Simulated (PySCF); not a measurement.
# C4H8FNSi2: runs on many settings, part 1 of 2

Which settings matter for C4H8FNSi2 (`C#C[Si@@H]1C[C@H](F)[SiH2]N1`)?

The runs use PySCF 2.14.0, with density-fitted response routines of our own; the level of theory stands in each step. All values are computed, except where a source is named. Atoms count from 0, in the outputs and in this text.

**1. Starting geometry**

16 atoms, charge 0, multiplicity 1; geometry from: GFN2-xTB.

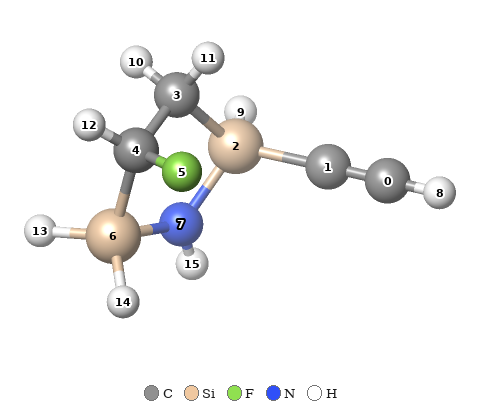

As it starts; carbon grey, silicon light orange, fluorine green, nitrogen blue, hydrogen white, atoms numbered; sticks join atoms by distance.

**2. Shielding tensors: PBE0/pcSseg-1**

The job: settings as JSON, then the geometry in Å.

```
{"job": {"kind": "nmr", "xc": "PBE0", "basis": "pcSseg-1"}, "charge": 0, "multiplicity": 1}
C      3.138452     0.671397     1.396715
C      2.240208     0.637097     0.598016
Si     0.830171     0.561818    -0.600172
C     -0.794169     1.219448     0.145858
C     -1.528982     0.066942     0.823447
F     -1.026124    -0.085083     2.117810
Si    -1.200917    -1.573865    -0.117921
N      0.278179    -1.071608    -0.856208
H      3.926655     0.703053     2.093627
H      1.209614     1.171830    -1.878083
H     -1.434067     1.608157    -0.646198
H     -0.643132     2.026355     0.863136
H     -2.587962     0.307864     0.970599
H     -2.238901    -1.825714    -1.124350
H     -1.030415    -2.678742     0.820834
H      0.853791    -1.730005    -1.351037
```

Method: GIAO PBE0/pcSseg-1 NMR shielding, non-relativistic, gas phase.

On the command line:

```
> OMP_NUM_THREADS=1 python probes_run.py task.json out
```

The driver reads the jobs from task.json and runs them one after another.

The program printed:

```text
coarse grid: 14704 points
cycle   1  E = -890.0081332545  dE =  9.004e-01  |g| = 7.014e-01  |ddm| = 3.778e+00
cycle   2  E = -889.9386272133  dE =  6.951e-02  |g| = 9.361e-01  |ddm| = 1.405e+00
cycle   3  E = -890.1058824272  dE = -1.673e-01  |g| = 1.255e-01  |ddm| = 8.356e-01
cycle   4  E = -890.1086786104  dE = -2.796e-03  |g| = 6.243e-02  |ddm| = 1.410e-01
cycle   5  E = -890.1095119923  dE = -8.334e-04  |g| = 2.656e-02  |ddm| = 5.474e-02
cycle   6  E = -890.1096787438  dE = -1.668e-04  |g| = 4.358e-03  |ddm| = 2.138e-02
cycle   7  E = -890.1096828271  dE = -4.083e-06  |g| = 1.227e-03  |ddm| = 4.543e-03
final grid: 134256 points
cycle   8  E = -890.1614242108  dE = -3.126e-05  |g| = 7.976e-03  |ddm| = 2.921e-02
cycle   9  E = -890.1614112154  dE =  1.300e-05  |g| = 1.126e-02  |ddm| = 1.554e-02
cycle  10  E = -890.1614390238  dE = -2.781e-05  |g| = 1.119e-03  |ddm| = 8.806e-03
cycle  11  E = -890.1614392362  dE = -2.124e-07  |g| = 4.782e-04  |ddm| = 1.200e-03
cycle  12  E = -890.1614392803  dE = -4.411e-08  |g| = 2.231e-04  |ddm| = 4.369e-04
cycle  13  E = -890.1614392921  dE = -1.182e-08  |g| = 3.749e-05  |ddm| = 1.707e-04
cycle  14  E = -890.1614392924  dE = -2.810e-10  |g| = 1.131e-05  |ddm| = 4.360e-05
converged SCF energy = -890.1614392924

GIAO shielding tensors (ppm)
atom      isotropic    diamagn.    paramagn.     s11        s22        s33       span
  0 C       84.266     261.150    -176.885      2.088      8.426    242.283    240.195
  1 C       96.053     259.903    -163.850     -3.226      0.537    290.848    294.074
  2 Si     378.461     879.314    -500.853    331.698    376.792    426.894     95.195
  3 C      164.209     253.763     -89.554    151.273    163.385    177.969     26.696
  4 C       96.260     247.112    -150.851     57.224     76.198    155.359     98.134
  5 F      399.215     476.091     -76.876    342.736    386.100    468.809    126.073
  6 Si     369.538     879.708    -510.170    327.385    359.440    421.787     94.402
  7 N      249.449     324.402     -74.954    220.229    242.011    286.106     65.877
  8 H       29.714      33.237      -3.523     24.680     24.888     39.574     14.894
  9 H       26.510      27.681      -1.171     22.689     24.307     32.535      9.846
 10 H       30.662      30.849      -0.187     26.134     27.692     38.160     12.026
 11 H       29.972      30.205      -0.233     26.554     27.382     35.980      9.426
 12 H       26.184      29.062      -2.877     22.204     26.252     30.098      7.894
 13 H       26.715      28.563      -1.847     22.884     24.141     33.120     10.236
 14 H       26.595      28.753      -2.158     23.511     23.975     32.297      8.786
 15 H       31.704      30.860       0.843     22.832     27.903     44.375     21.543
```

It took 47 s on 1 thread of Arm Neoverse N1, shared host; peak memory 0.85 GiB.

Shifts follow as δ = σ(reference) − σ, with reference shieldings (ppm) from runs at the same level and on the same kind of geometry: ¹H TMS 31.72, ¹³C TMS 186.9, ²⁹Si TMS 349.2, ¹⁹F CFCl3 170.9, ¹⁵N NH3 267.7. The references are single molecules in the gas phase, so shifts against H2O, NH3, PH3, H3PO4 or CFCl3 are not on the usual liquid scales and can be off by tens of ppm.

| atoms | environment | σ (ppm) | δ (ppm) | δ scaled to CDCl3 |
| --- | --- | --- | --- | --- |
| C0 | terminal alkyne carbon | 84.3 | 102.7 | 98.3 |
| C1 | alkyne carbon | 96.1 | 90.9 | 86.8 |
| C4 | sp3 CH bonded to F and Si | 96.3 | 90.7 | 86.6 |
| C3 | sp3 CH2 bonded to Si | 164.2 | 22.7 | 20.3 |
| H12 | hydrogen on an sp3 CH bonded to F and Si | 26.18 | 5.53 | 5.32 |
| H9 | hydrogen on a silicon bonded to 2 C, N, in a 5-membered ring | 26.51 | 5.21 | – |
| H14 | hydrogen on a silicon bonded to C, N, in a 5-membered ring | 26.59 | 5.12 | – |
| H13 | hydrogen on a silicon bonded to C, N, in a 5-membered ring | 26.72 | 5.00 | – |
| H8 | hydrogen on a terminal alkyne carbon | 29.71 | 2.00 | 1.99 |
| H11 | hydrogen on an sp3 CH2 bonded to Si | 29.97 | 1.75 | 1.75 |
| H10 | hydrogen on an sp3 CH2 bonded to Si | 30.66 | 1.05 | 1.10 |
| H15 | hydrogen on a nitrogen bonded to 2 Si, in a 5-membered ring | 31.70 | 0.01 | – |
| Si6 | silicon bonded to C, N, 2 H, in a 5-membered ring | 369.5 | -20.4 | – |
| Si2 | silicon bonded to 2 C, N, H, in a 5-membered ring | 378.5 | -29.3 | – |
| F5 | fluorine on an sp3 carbon | 399.2 | -228.3 | – |
| N7 | nitrogen bonded to 2 Si, H, in a 5-membered ring | 249.4 | 18.3 | – |

The scaled column applies a straight-line fit of computed shieldings to shifts measured in CDCl3; 19F shifts take a fit of their own (root-mean-square error 0.16 ppm for H, 1.9 ppm for C).

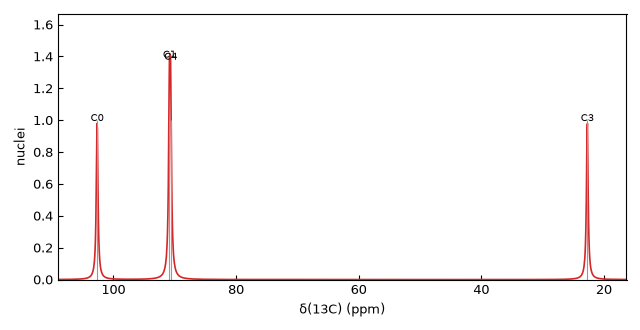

¹³C lines at the computed shifts, without couplings. Lines are broadened to a width of 0.32 ppm (Lorentzian).

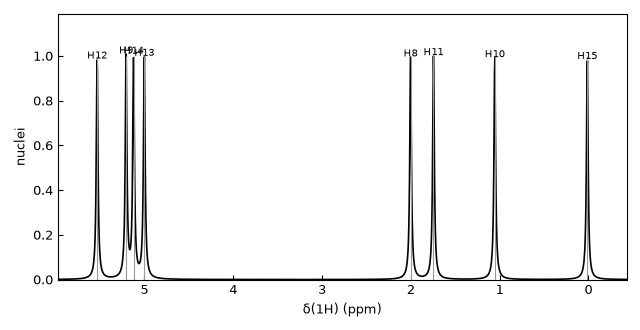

¹H lines at the computed shifts, without couplings. Lines are broadened to a width of 0.02 ppm (Lorentzian).

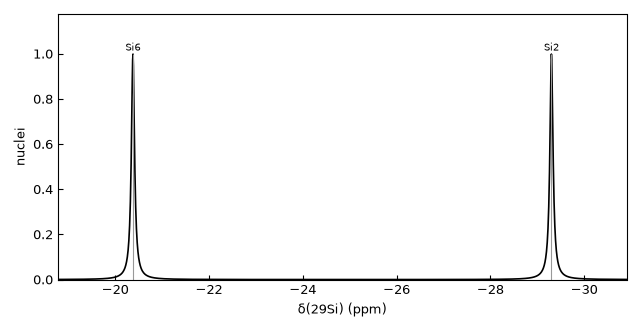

²⁹Si lines at the computed shifts, without couplings. Lines are broadened to a width of 0.08 ppm (Lorentzian).

The run also stored atomic charges by several schemes (e):

| atoms | Mulliken | IAO | Hirshfeld | ESP fit |
| --- | --- | --- | --- | --- |
| C0 | -0.21 | -0.18 | -0.08 | -0.32 |
| C1 | -0.17 | -0.34 | -0.16 | -0.16 |
| Si2 | 0.99 | 1.03 | 0.41 | 0.55 |
| C3 | -0.55 | -0.56 | -0.17 | -0.31 |
| C4 | -0.09 | -0.08 | -0.02 | 0.10 |
| F5 | -0.34 | -0.33 | -0.12 | -0.24 |
| Si6 | 0.78 | 0.88 | 0.37 | 0.52 |
| N7 | -0.83 | -0.93 | -0.33 | -0.75 |

ESP fit charges:

C0 -0.32; C1 -0.16; Si2 0.55; C3 -0.31; C4 0.10; F5 -0.24; Si6 0.52; N7 -0.75; H8 0.30; H9 -0.10; H10 0.10; H11 0.12; H12 0.06; H13 -0.13; H14 -0.09; H15 0.37

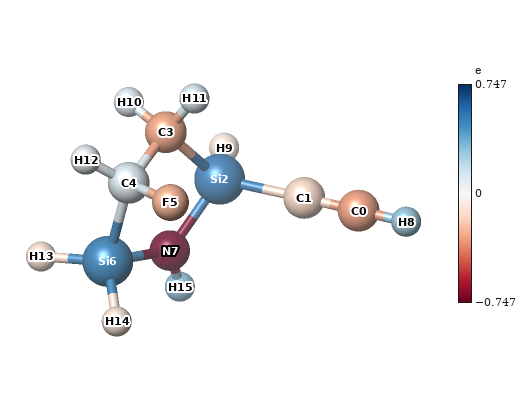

ESP fit charges, as colours on the atoms.

Mayer bond orders: C0–C1 2.55, C1–Si2 0.88, Si2–C3 0.88, C3–C4 1.03, C4–F5 0.83, C4–Si6 0.86, Si6–N7 0.99, N7–Si2 0.96.

Ring of atoms Si2, C3, C4, Si6, N7: NICS(0) -4.2, NICS(1) -2.7, NICS(1)zz -1.5 ppm (means of both faces). The ring holds saturated atoms, so no π current runs round it: these values come from its σ bonds, any local π bonds and neighbouring rings, and say nothing of aromaticity.

**3. TDDFT and polarisability: PBE0/def2-SVPD**

Same as in step 2 but for these lines:

```diff
@@ -1,2 +1,2 @@
-{"job": {"kind": "nmr", "xc": "PBE0", "basis": "pcSseg-1"}, "charge": 0, "multiplicity": 1}
+{"job": {"kind": "uv", "xc": "PBE0", "basis": "def2-SVPD", "nstates": 6, "ntriplets": 2}, "charge": 0, "multiplicity": 1}
 C      3.138452     0.671397     1.396715
```

Level: TDDFT PBE0/def2-SVPD, vertical, gas phase, core orbitals frozen in the response.

The program printed:

```text
coarse grid: 14704 points
cycle   1  E = -889.6146923944  dE =  8.442e-01  |g| = 6.570e-01  |ddm| = 8.098e+00
cycle   2  E = -889.5387898262  dE =  7.590e-02  |g| = 8.989e-01  |ddm| = 2.244e+00
cycle   3  E = -889.7057693003  dE = -1.670e-01  |g| = 1.281e-01  |ddm| = 9.925e-01
cycle   4  E = -889.7088410573  dE = -3.072e-03  |g| = 6.403e-02  |ddm| = 2.592e-01
cycle   5  E = -889.7097605097  dE = -9.195e-04  |g| = 2.572e-02  |ddm| = 9.785e-02
cycle   6  E = -889.7099223154  dE = -1.618e-04  |g| = 4.112e-03  |ddm| = 3.819e-02
cycle   7  E = -889.7099261761  dE = -3.861e-06  |g| = 1.189e-03  |ddm| = 9.633e-03
final grid: 134256 points
cycle   8  E = -889.8222702255  dE = -2.669e-05  |g| = 8.175e-03  |ddm| = 1.175e-01
cycle   9  E = -889.8222547733  dE =  1.545e-05  |g| = 1.179e-02  |ddm| = 2.391e-02
cycle  10  E = -889.8222861816  dE = -3.141e-05  |g| = 1.113e-03  |ddm| = 1.367e-02
cycle  11  E = -889.8222864401  dE = -2.585e-07  |g| = 3.907e-04  |ddm| = 1.965e-03
cycle  12  E = -889.8222864695  dE = -2.940e-08  |g| = 2.060e-04  |ddm| = 7.229e-04
cycle  13  E = -889.8222864799  dE = -1.036e-08  |g| = 3.608e-05  |ddm| = 2.726e-04
cycle  14  E = -889.8222864802  dE = -3.033e-10  |g| = 1.154e-05  |ddm| = 8.431e-05
converged SCF energy = -889.8222864802

Static polarisability (au): isotropic 100.072, principal 88.421 91.670 120.125

Singlet excitations
state   eV       nm        f      main configurations
  1   5.8887    210.5   0.01177   H->L 0.79
  2   5.9902    207.0   0.00895   H-1->L 0.45, H-2->L 0.18, H->L 0.14
  3   6.2473    198.5   0.00196   H->L+1 0.58, H-2->L+1 0.16, H-1->L 0.10
  4   6.3560    195.1   0.00357   H-2->L 0.31, H-1->L+1 0.30, H-3->L 0.12
  5   6.6045    187.7   0.00352   H->L+1 0.34, H-2->L+1 0.27, H-3->L+1 0.17
  6   6.7015    185.0   0.00188   H->L+2 0.89

Triplet excitations (Tamm-Dancoff, eV): 4.9173 5.3680
```

Wall time 70 s (1 thread of Arm Neoverse N1, shared host); peak memory 0.92 GiB.

The orbitals next to the gap, with their largest atomic shares:

| orbital | eV | atoms |
| --- | --- | --- |
| HOMO−3 | -8.42 | C1 25 %, C0 24 %, C4 11 % |
| HOMO−2 | -8.33 | C1 36 %, C0 35 %, Si2 5 % |
| HOMO−1 | -7.93 | C0 18 %, C1 17 %, C4 13 % |
| HOMO | -7.51 | N7 53 %, Si6 12 %, H13 7 % |
| LUMO | -0.34 | C0 21 %, C1 21 %, Si2 20 % |
| LUMO+1 | 0.05 | C0 24 %, C1 22 %, Si2 18 % |
| LUMO+2 | 0.46 | Si6 28 %, H14 10 %, Si2 10 % |

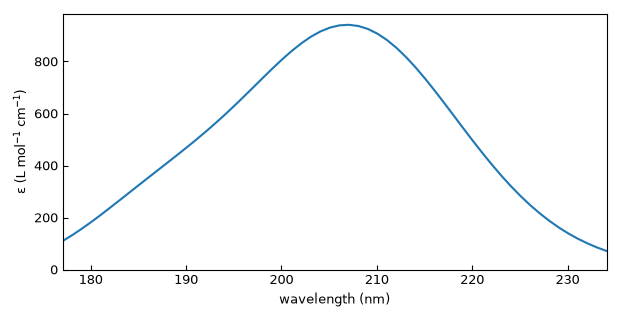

Absorption spectrum: each of the 6 states is a Gaussian band of 0.4 eV half-width at 1/e. Beyond the last state computed it falls off for lack of states.

Further results of this job:

| property | computed |
| --- | --- |
| dipole moment (D) | 1.46 |
| polarisability (Å³) | 14.83 |
| HOMO–LUMO gap (eV) | 7.17 |
| −ε(HOMO) (eV) | 7.51 |

(Continued in part 2 of 2.)
